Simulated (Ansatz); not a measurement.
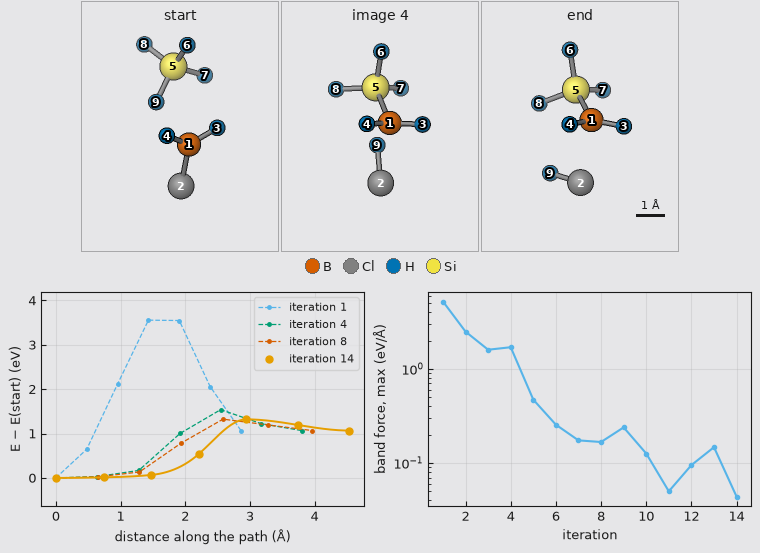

A search for the minimum-energy path of BSiH$_{6}$Cl, made up at the start of BH2Cl and SiH$_{4}$ by the nudged elastic band. Images are numbered from 0 (start) to 6 (end). The plot follows the band through its iterations. A ball-and-stick model, seen from a free direction.

All numbers below come from Ansatz 0.2.0, RKS BLYP-D4/cc-pVDZ. Set-up: 5 movable images; climbing image; force threshold 0.05 eV/Å; iteration limit 60; starting path by straight interpolation.

Judge this run.

Answer. The run is converged, with reservations. The band converged in 14 iterations. The largest component of the band force went from 5.2 to 0.044 eV/Å. The climbing image converged on the top of the path. Its curvatures weren't checked. The straight starting path can push atoms close together and costs iterations. The first iteration put the highest image at 3.56 eV. The highest point, image 4, lies 1.32 eV above the start and 0.25 eV above the end; the end is at +1.07 eV relative to the start.

Limits of the set-up: the start holds two separate molecules, 2.4 Å apart at their closest, whose relative position is a soft coordinate.

The run took 2.9 min on 1 thread of Arm Neoverse V2, on a shared host, peak memory 0.12 GiB.
